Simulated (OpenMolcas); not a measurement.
**Exact exchange and the electronic atomisation energy of GeNH4O**

GeNH4O: 7 atoms, total charge 0, spin state doublet. SMILES: `[NH][GeH2][OH]`. The shape is that of a PBE0-D4/def2-TZVP optimisation. This is one conformer, not always the lowest.

The electronic atomisation energy y, in eV, basis def2-SVPD; a is the functional's share of exact exchange. Programs: OpenMolcas 26.06.

```
functional     program     a  y (eV)
     UTPSS  OpenMolcas     0   21.49
     UBLYP  OpenMolcas     0   21.23
    UB3LYP  OpenMolcas   0.2   21.15
     UPBE0  OpenMolcas  0.25       ?
    UBHLYP  OpenMolcas   0.5   20.36
```

Task: Fit y = c + s·a to the known rows and predict UPBE0.

Result: 
1. Means of the 4 rows: a = 0.1750, y = 21.057.
2. Σ(Δa)² = 0.1675, Σ(Δa·Δy) = -0.33025, so the slope is -0.33025/0.1675 = -1.9716.
3. Intercept: 21.057 − (-1.9716) × 0.1750 = 21.402. The largest residual of the fit is 0.17.
4. UPBE0: 21.402 + (-1.9716) × 0.25 = 20.91 eV.

The run gave 20.99 eV, so the prediction is off by -0.08 eV, within the largest residual. The rows mix families of semi-local functionals, which the line can't see.

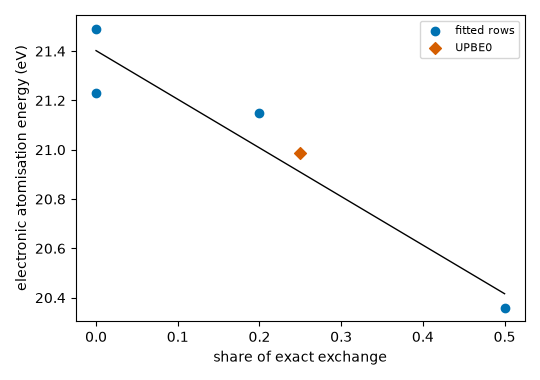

The fitted line, with the withheld row.
